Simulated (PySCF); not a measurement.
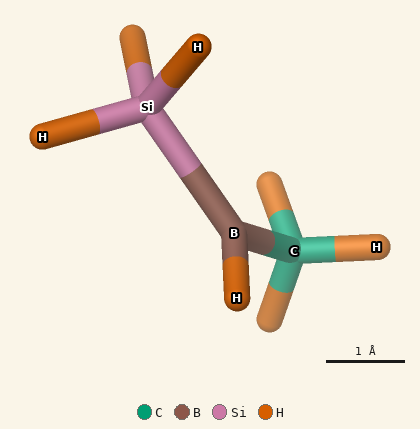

Figure 1. The structure as given in the input (stick view, seen at a tilt). Bond lengths as drawn: B–C 1.55 Å, B–H 1.20 Å, B–Si 2.02 Å, C–H 1.09 to 1.11 Å and H–Si 1.49 Å.

## Run report: CH7BSi, saddle-point search (part 1 of 3)

- system: CH7BSi, SMILES CB[SiH3]
- method: HF/6-31G, RHF, dispersion D3(BJ), sfX2C (PySCF 2.14.0)

### The input (run.py)
```python
# CB[SiH3]
from pyscf import gto, scf
from pyscf.geomopt.geometric_solver import kernel as optimise

system = gto.Mole()
system.atom = 'mol.xyz'
system.verbose = 3
system.basis = '6-31g'
system.spin = 0
system.max_memory = 1860
system.build()

mf = scf.RHF(system)
mf = mf.x2c()
mf = mf.density_fit(auxbasis='def2-universal-jkfit')
mf.disp = 'd3bj'
converged, mol_eq = optimise(mf, maxsteps=60, transition=True, hessian=True)
print('converged:', converged)
print(mol_eq.tostring())

mf.reset(mol_eq)
system = mol_eq
mf.kernel()
e_tot = mf.e_tot
print(f'total energy: {e_tot:.8f} hartree')
```

### File mol.xyz
```
10
CH7BSi
C     -1.087900     0.975000    -0.576900
B      0.112000     0.000300    -0.689900
Si     1.014100    -0.883100     0.884800
H     -1.315696     0.957120     0.505006
H     -2.002142     0.636970    -1.070084
H     -0.884969     2.018291    -0.824243
H      0.516800    -0.288200    -1.783700
H      1.154200    -2.354100     0.685500
H      0.324900    -0.654200     2.186700
H      2.393700    -0.320800     0.999300
```

Machine: 1 thread of Arm Neoverse V2, 24 GiB of memory available, shared host.

Launched with:
```bash
OMP_NUM_THREADS=1 python run.py
```

### Log
```
converged SCF energy = -356.052504633275

WARN: DFTD3 does not support analytical Hessian, using finite difference

WARN: Mole.unit (angstrom) is changed to Bohr

#|     Arguments passed to driver run_optimizer():      |#
customengine              <pyscf.geomopt.geometric_solver.PySCFEngine object>
maxiter                   60
transition                True
----------------------------------------------------------
 Transition state optimization requested.
Custom engine selected.
Requested bond order-based connectivity but it is not available in the current engine
Bonds will be generated from interatomic distances less than 1.20 times sum of covalent radii
30 internal coordinates being used (instead of 30 Cartesians)
Internal coordinate system (atoms numbered from 1):
Distance 1-2
Distance 1-4
Distance 1-5
Distance 1-6
Distance 2-3
Distance 2-7
Distance 3-8
Distance 3-9
Distance 3-10
Angle 2-1-4
Angle 2-1-5
Angle 2-1-6
Angle 4-1-5
Angle 4-1-6
Angle 5-1-6
Angle 1-2-7
Angle 3-2-7
Angle 2-3-8
Angle 2-3-9
Angle 2-3-10
Angle 8-3-9
Angle 8-3-10
Angle 9-3-10
Out-of-Plane 2-1-3-7
Dihedral 4-1-2-3
Dihedral 4-1-2-7
Dihedral 5-1-2-3
Dihedral 5-1-2-7
Dihedral 6-1-2-3
Dihedral 6-1-2-7
Dihedral 1-2-3-8
Dihedral 1-2-3-9
Dihedral 1-2-3-10
Dihedral 7-2-3-8
Dihedral 7-2-3-9
Dihedral 7-2-3-10
Translation-X 1-10
Translation-Y 1-10
Translation-Z 1-10
Rotation-A 1-10
Rotation-B 1-10
Rotation-C 1-10
<class 'geometric.internal.Distance'> : 9
<class 'geometric.internal.Angle'> : 14
<class 'geometric.internal.OutOfPlane'> : 1
<class 'geometric.internal.Dihedral'> : 12
<class 'geometric.internal.TranslationX'> : 1
<class 'geometric.internal.TranslationY'> : 1
<class 'geometric.internal.TranslationZ'> : 1
<class 'geometric.internal.RotationA'> : 1
<class 'geometric.internal.RotationB'> : 1
<class 'geometric.internal.RotationC'> : 1
> ===== Optimization Info: ====
> Job type: Transition state optimization
> Maximum number of optimization cycles: 60
> Initial / maximum trust radius (Angstrom): 0.010 / 0.030
> Convergence Criteria:
> Will converge when all 5 criteria are reached:
>  |Delta-E| < 1.00e-06
>  RMS-Grad  < 3.00e-04
>  Max-Grad  < 4.50e-04
>  RMS-Disp  < 1.20e-03
>  Max-Disp  < 1.80e-03
> === End Optimization Info ===

Geometry optimization cycle 1
Cartesian coordinates (Angstrom)
 Atom        New coordinates             dX        dY        dZ
   C  -1.087900   0.975000  -0.576900    0.000000  0.000000  0.000000
   B   0.112000   0.000300  -0.689900    0.000000 -0.000000  0.000000
  Si   1.014100  -0.883100   0.884800    0.000000  0.000000  0.000000
   H  -1.315696   0.957120   0.505006    0.000000  0.000000  0.000000
   H  -2.002142   0.636970  -1.070084    0.000000  0.000000  0.000000
   H  -0.884969   2.018291  -0.824243    0.000000  0.000000  0.000000
   H   0.516800  -0.288200  -1.783700    0.000000  0.000000  0.000000
   H   1.154200  -2.354100   0.685500    0.000000  0.000000  0.000000
   H   0.324900  -0.654200   2.186700    0.000000  0.000000  0.000000
   H   2.393700  -0.320800   0.999300    0.000000  0.000000  0.000000

WARN: Mole.unit (angstrom) is changed to Bohr

converged SCF energy = -356.052504633284
--------------- DFsfX2C1eRHF_Scanner gradients ---------------
         x                y                z
0 C     0.0124346137    -0.0004163484    -0.0447216515
1 B    -0.0049061405     0.0060225429     0.0275286994
2 Si    -0.0031700574    -0.0004517098    -0.0009862938
3 H     0.0076139409    -0.0103469546     0.0123586447
4 H    -0.0094042866    -0.0028751964     0.0060501072
5 H    -0.0007902584     0.0076272113     0.0066480001
6 H    -0.0014116420    -0.0005264812    -0.0052211405
7 H     0.0001550726     0.0013018644     0.0001882359
8 H     0.0011327619    -0.0003562073    -0.0008855807
9 H    -0.0016540042     0.0000212790    -0.0009590209
----------------------------------------------
cycle 1: E = -356.052504633  dE = -356.053  norm(grad) = 0.0597948
>> Using Hessian data provided via params...
>> Initial Cartesian Hessian Eigenvalues
Hessian Eigenvalues:  -1.128e-03 -4.756e-04 -4.026e-04 -2.327e-04 -1.929e-09 -5.207e-10  1.862e-09
 1.918e-03  4.474e-03  1.190e-02  2.429e-02  2.912e-02    .....    7.534e-01  8.321e-01  8.466e-01

== Summary of harmonic free energy analysis ==
Note: Rotational symmetry is set to 1 regardless of true symmetry
1 Imaginary Frequencies (cm^-1): 110.985i
Note: Free energy does not include contribution from imaginary mode(s)

Free energy contributions calculated at @ 300.00 K:
Zero-point vibrational energy:                                   48.0959 kcal/mol
H   (Trans + Rot + Vib = Tot):   1.4904 +   0.8942 +   1.2882 =   3.6728 kcal/mol
S   (Trans + Rot + Vib = Tot):  38.1494 +  24.0837 +   6.7484 =  68.9815 cal/mol/K
TS  (Trans + Rot + Vib = Tot):  11.4448 +   7.2251 +   2.0245 =  20.6945 kcal/mol

Ground State Electronic Energy    : E0                        =  -356.05250463 au (   -223426.3199 kcal/mol)
Free Energy Correction (Harmonic) : ZPVE + [H-TS]_T,R,V       =     0.04951990 au (        31.0742 kcal/mol)
Gibbs Free Energy (Harmonic)      : E0 + ZPVE + [H-TS]_T,R,V  =  -356.00298474 au (   -223395.2457 kcal/mol)

Step    0 : Gradient = 1.891e-02/4.642e-02 (rms/max) Energy = -356.0525046333
Hessian Eigenvalues:  -2.406e-03 -1.903e-08 -5.054e-09  1.819e-08  4.997e-06  1.498e-05  3.011e-05
 1.808e-04  1.321e-02  4.307e-02  4.711e-02  5.417e-02    .....    3.581e-01  3.621e-01  3.837e-01

Geometry optimization cycle 2
Cartesian coordinates (Angstrom)
 Atom        New coordinates             dX        dY        dZ
   C  -1.091553   0.974876  -0.571283   -0.003653 -0.000124  0.005617
   B   0.111938  -0.002384  -0.691688   -0.000062 -0.002684 -0.001788
  Si   1.018567  -0.883161   0.884288    0.004467 -0.000061 -0.000512
   H  -1.339728   0.962022   0.501638   -0.024032  0.004902 -0.003368
   H  -1.996241   0.642385  -1.080273    0.005901  0.005415 -0.010189
   H  -0.879248   2.015259  -0.814087    0.005721 -0.003032  0.010156
   H   0.514656  -0.292295  -1.783652   -0.002144 -0.004095  0.000048
   H   1.155935  -2.355381   0.687456    0.001735 -0.001281  0.001956
   H   0.330497  -0.650410   2.186798    0.005597  0.003790  0.000098
   H   2.400170  -0.323631   0.997282    0.006470 -0.002831 -0.002018
converged SCF energy = -356.053800731441
--------------- DFsfX2C1eRHF_Scanner gradients ---------------
         x                y                z
0 C     0.0097997159     0.0015125613    -0.0405782373
1 B    -0.0026868281     0.0042519285     0.0236278631
2 Si    -0.0030074460    -0.0005777106    -0.0008674863
3 H     0.0060561126    -0.0085951062     0.0098049604
4 H    -0.0078729196    -0.0027042376     0.0066845137
5 H    -0.0008823852     0.0059307150     0.0071669266
6 H    -0.0011644992    -0.0007526275    -0.0043597677
7 H     0.0001745558     0.0011357039     0.0001224997
8 H     0.0009863916    -0.0002755834    -0.0007194343
9 H    -0.0014026979     0.0000743566    -0.0008818378
----------------------------------------------
cycle 2: E = -356.053800731  dE = -0.0012961  norm(grad) = 0.0526611
Step    1 : Displace = 1.063e-02/2.475e-02 (rms/max) Trust = 1.000e-02 (=) Grad = 1.665e-02/4.177e-02 (rms/max) E (change) = -356.0538007314 (-1.296e-03) Quality = 1.000
Hessian Eigenvalues:  -2.103e-03 -1.903e-08 -5.054e-09  1.819e-08  5.001e-06  1.498e-05  3.012e-05
 1.808e-04  1.321e-02  4.307e-02  4.712e-02  5.429e-02    .....    3.581e-01  3.621e-01  3.836e-01

Geometry optimization cycle 3
Cartesian coordinates (Angstrom)
 Atom        New coordinates             dX        dY        dZ
   C  -1.096689   0.974101  -0.562996   -0.005136 -0.000775  0.008287
   B   0.110489  -0.005549  -0.692991   -0.001449 -0.003164 -0.001303
  Si   1.024851  -0.883148   0.883832    0.006283  0.000013 -0.000456
   H  -1.373368   0.968624   0.497517   -0.033640  0.006602 -0.004120
   H  -1.987162   0.649770  -1.096482    0.009079  0.007385 -0.016209
   H  -0.869571   2.010386  -0.801449    0.009677 -0.004873  0.012638
   H   0.509822  -0.296575  -1.782875   -0.004834 -0.004281  0.000777
   H   1.158426  -2.356978   0.689804    0.002491 -0.001597  0.002349
   H   0.338960  -0.645775   2.187586    0.008464  0.004635  0.000788
   H   2.409235  -0.327576   0.994531    0.009065 -0.003945 -0.002751
converged SCF energy = -356.055310117488
--------------- DFsfX2C1eRHF_Scanner gradients ---------------
         x                y                z
0 C     0.0069575759     0.0033406683    -0.0346165043
1 B    -0.0004209096     0.0025019613     0.0183889815
2 Si    -0.0027603018    -0.0007280270    -0.0006710404
3 H     0.0042014832    -0.0063910648     0.0067234393
4 H    -0.0061395375    -0.0026642455     0.0070863103
5 H    -0.0008628226     0.0040759899     0.0074948481
6 H    -0.0009096583    -0.0010009164    -0.0031717935
7 H     0.0002020961     0.0009020276     0.0000381048
8 H     0.0007929686    -0.0001697699    -0.0005083632
9 H    -0.0010608940     0.0001333764    -0.0007639827
----------------------------------------------
cycle 3: E = -356.055310117  dE = -0.00150939  norm(grad) = 0.043574
Step    2 : Displace = 1.508e-02/3.451e-02 (rms/max) Trust = 1.414e-02 (+) Grad = 1.378e-02/3.547e-02 (rms/max) E (change) = -356.0553101175 (-1.509e-03) Quality = 1.000
Hessian Eigenvalues:  -1.638e-03 -1.903e-08 -5.054e-09  1.819e-08  5.006e-06  1.499e-05  3.012e-05
 1.809e-04  1.319e-02  4.306e-02  4.715e-02  5.472e-02    .....    3.581e-01  3.622e-01  3.835e-01

Geometry optimization cycle 4
Cartesian coordinates (Angstrom)
 Atom        New coordinates             dX        dY        dZ
   C  -1.104041   0.971811  -0.551533   -0.007352 -0.002290  0.011463
   B   0.105924  -0.009068  -0.692144   -0.004566 -0.003519  0.000846
  Si   1.033624  -0.882774   0.883808    0.008773  0.000374 -0.000024
   H  -1.418628   0.975434   0.492904   -0.045260  0.006810 -0.004614
   H  -1.973634   0.660964  -1.122486    0.013528  0.011194 -0.026004
   H  -0.853969   2.002570  -0.786591    0.015602 -0.007816  0.014858
   H   0.499821  -0.300028  -1.780577   -0.010001 -0.003452  0.002298
   H   1.161947  -2.358564   0.692656    0.003521 -0.001586  0.002851
   H   0.352324  -0.640417   2.190138    0.013363  0.005359  0.002553
   H   2.421626  -0.332649   0.990302    0.012391 -0.005073 -0.004229
converged SCF energy = -356.056879613202
--------------- DFsfX2C1eRHF_Scanner gradients ---------------
         x                y                z
0 C     0.0044943584     0.0044031325    -0.0266834144
1 B     0.0012613442     0.0013067569     0.0121903036
2 Si    -0.0023691380    -0.0008838263    -0.0003949447
3 H     0.0022818335    -0.0040041387     0.0037600525
4 H    -0.0044738817    -0.0027804174     0.0066945463
5 H    -0.0006390952     0.0024435398     0.0071551643
6 H    -0.0007006020    -0.0012176573    -0.0017986124
7 H     0.0002355941     0.0006091188    -0.0000495368
8 H     0.0005636556    -0.0000506023    -0.0002836628
9 H    -0.0006540688     0.0001740938    -0.0005898958
----------------------------------------------
cycle 4: E = -356.056879613  dE = -0.0015695  norm(grad) = 0.0328999
Step    3 : Displace = 2.116e-02/4.599e-02 (rms/max) Trust = 2.000e-02 (+) Grad = 1.040e-02/2.742e-02 (rms/max) E (change) = -356.0568796132 (-1.569e-03) Quality = 1.000
Hessian Eigenvalues:  -1.525e-03 -1.903e-08 -5.054e-09  1.819e-08  5.006e-06  1.499e-05  3.012e-05
 1.811e-04  1.316e-02  4.303e-02  4.719e-02  5.558e-02    .....    3.581e-01  3.621e-01  3.835e-01

Geometry optimization cycle 5
Cartesian coordinates (Angstrom)
 Atom        New coordinates             dX        dY        dZ
   C  -1.114671   0.966393  -0.536447   -0.010629 -0.005418  0.015086
   B   0.096204  -0.013659  -0.687183   -0.009720 -0.004591  0.004961
  Si   1.045386  -0.881546   0.884647    0.011762  0.001228  0.000839
   H  -1.476381   0.978950   0.487778   -0.057753  0.003516 -0.005126
   H  -1.953735   0.680962  -1.162263    0.019899  0.019998 -0.039777
   H  -0.830249   1.989334  -0.769466    0.023720 -0.013236  0.017125
   H   0.481955  -0.301114  -1.776453   -0.017866 -0.001086  0.004123
   H   1.166740  -2.359541   0.696785    0.004793 -0.000977  0.004129
   H   0.372286  -0.634376   2.195399    0.019962  0.006041  0.005260
   H   2.437458  -0.338124   0.983679    0.015832 -0.005474 -0.006623
converged SCF energy = -356.058334867156
--------------- DFsfX2C1eRHF_Scanner gradients ---------------
         x                y                z
0 C     0.0026318691     0.0040443428    -0.0166096839
1 B     0.0018319584     0.0010936900     0.0060012151
2 Si    -0.0017454278    -0.0009540249    -0.0000954741
3 H     0.0006833500    -0.0019096720     0.0015815851
4 H    -0.0028605026    -0.0026635293     0.0048647092
5 H    -0.0002577312     0.0012030594     0.0054435990
6 H    -0.0005902238    -0.0013161415    -0.0006258122
7 H     0.0002490887     0.0003034870    -0.0001096977
8 H     0.0003221195     0.0000426612    -0.0000991074
9 H    -0.0002645003     0.0001561274    -0.0003513331
----------------------------------------------
cycle 5: E = -356.058334867  dE = -0.00145525  norm(grad) = 0.020576
Step    4 : Displace = 2.932e-02/5.805e-02 (rms/max) Trust = 2.828e-02 (+) Grad = 6.507e-03/1.730e-02 (rms/max) E (change) = -356.0583348672 (-1.455e-03) Quality = 0.997
Hessian Eigenvalues:  -1.935e-03 -1.903e-08 -5.054e-09  1.819e-08  5.007e-06  1.499e-05  3.012e-05
 1.811e-04  1.310e-02  4.298e-02  4.722e-02  5.692e-02    .....    3.581e-01  3.621e-01  3.835e-01

Geometry optimization cycle 6
Cartesian coordinates (Angstrom)
 Atom        New coordinates             dX        dY        dZ
   C  -1.126525   0.957241  -0.521063   -0.011855 -0.009152  0.015384
   B   0.082959  -0.021146  -0.680046   -0.013245 -0.007487  0.007137
  Si   1.056816  -0.879743   0.885708    0.011430  0.001803  0.001061
   H  -1.530274   0.977066   0.483494   -0.053893 -0.001884 -0.004284
   H  -1.932650   0.710391  -1.203944    0.021085  0.029429 -0.041681
   H  -0.802836   1.970446  -0.754256    0.027412 -0.018888  0.015210
   H   0.461338  -0.298157  -1.772981   -0.020617  0.002957  0.003473
   H   1.173045  -2.359639   0.702881    0.006305 -0.000098  0.006096
   H   0.392042  -0.629284   2.200817    0.019756  0.005091  0.005419
   H   2.451078  -0.339896   0.975862    0.013621 -0.001772 -0.007817
converged SCF energy = -356.059218319715
--------------- DFsfX2C1eRHF_Scanner gradients ---------------
         x                y                z
0 C     0.0010577081     0.0022573836    -0.0065513324
1 B     0.0015282461     0.0013798649     0.0018009366
2 Si    -0.0009563482    -0.0007428914     0.0000666678
3 H    -0.0000444800    -0.0007167215     0.0003833466
4 H    -0.0012082655    -0.0015898463     0.0021411094
5 H    -0.0000571223     0.0003271735     0.0025016164
6 H    -0.0005740026    -0.0011299462    -0.0001061688
7 H     0.0001806817     0.0000956739    -0.0001049305
8 H     0.0001203416     0.0000410733    -0.0000139683
9 H    -0.0000467589     0.0000782362    -0.0001172768
----------------------------------------------
cycle 6: E = -356.05921832  dE = -0.000883453  norm(grad) = 0.00868332
Step    5 : Displace = 3.068e-02/5.526e-02 (rms/max) Trust = 3.000e-02 (+) Grad = 2.746e-03/7.010e-03 (rms/max) E (change) = -356.0592183197 (-8.835e-04) Quality = 0.991
Hessian Eigenvalues:  -2.442e-03 -1.903e-08 -5.054e-09  1.819e-08  5.007e-06  1.499e-05  3.012e-05
 1.808e-04  1.298e-02  4.291e-02  4.725e-02  5.813e-02    .....    3.581e-01  3.622e-01  3.835e-01

Geometry optimization cycle 7
Cartesian coordinates (Angstrom)
 Atom        New coordinates             dX        dY        dZ
   C  -1.140299   0.940978  -0.510227   -0.013774 -0.016263  0.010835
   B   0.072563  -0.029209  -0.675560   -0.010396 -0.008063  0.004486
  Si   1.062520  -0.878666   0.886137    0.005704  0.001076  0.000429
   H  -1.570445   0.962357   0.480752   -0.040171 -0.014710 -0.002742
   H  -1.921615   0.731557  -1.233556    0.011035  0.021166 -0.029612
   H  -0.786840   1.946724  -0.742120    0.015996 -0.023722  0.012136
   H   0.473134  -0.261312  -1.770404    0.011795  0.036845  0.002577
   H   1.156046  -2.362953   0.722051   -0.016999 -0.003315  0.019170
   H   0.416040  -0.606859   2.206468    0.023998  0.022425  0.005650
   H   2.463895  -0.355338   0.952926    0.012816 -0.015442 -0.022936
converged SCF energy = -356.059481283033
--------------- DFsfX2C1eRHF_Scanner gradients ---------------
         x                y                z
0 C    -0.0001324468     0.0004950763     0.0004297309
1 B     0.0000607588    -0.0000089624    -0.0002306534
2 Si    -0.0000698072     0.0000382009     0.0000740795
3 H     0.0000103600    -0.0002381478    -0.0001260841
4 H     0.0001266580     0.0000078154     0.0000714757
5 H    -0.0000080884    -0.0001970578    -0.0002294697
6 H     0.0000225221    -0.0000787508     0.0000300711
7 H     0.0000125551    -0.0000015834    -0.0000287909
8 H     0.0000038579    -0.0000407492     0.0000222052
9 H    -0.0000263696     0.0000241588    -0.0000125642
----------------------------------------------
cycle 7: E = -356.059481283  dE = -0.000262963  norm(grad) = 0.000844865
Step    6 : Displace = 3.043e-02/4.241e-02 (rms/max) Trust = 3.000e-02 (=) Grad = 2.672e-04/6.688e-04 (rms/max) E (change) = -356.0594812830 (-2.630e-04) Quality = 0.986
Hessian Eigenvalues:  -2.812e-03 -2.051e-05 -1.903e-08 -5.054e-09  1.819e-08  5.271e-06  1.502e-05
 3.014e-05  1.312e-02  4.285e-02  4.723e-02  5.849e-02    .....    3.581e-01  3.622e-01  3.837e-01
```
